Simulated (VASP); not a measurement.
Band structure of CsCl (CsCl type). All values below come from PBE GGA with D3 dispersion (zero damping), VASP's PBE PAW potentials (set 64) (plane waves; VASP).

Unless said otherwise, spin-orbit coupling is left out, though it shifts the bands of the heavy elements here.

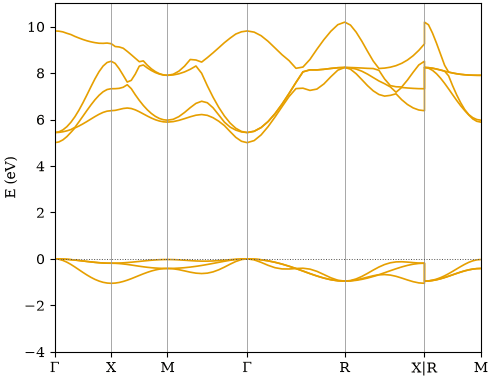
*Bands along high-symmetry lines, zero at the valence-band maximum or, without a gap, the Fermi level*

Read the plot: is there a gap, and where are the band edges?

The gap is direct, 5.00 eV, from the valence maximum at Γ to the conduction minimum at Γ. (Edges off the drawn lines would not show.)

Measured: gap 8.35 eV at 80 K (computed value off by -3.35 eV), as given by Wikipedia, Caesium chloride.

The compound is CsCl in the CsCl type structure. It was relaxed first, which changed the volume by +6 %.
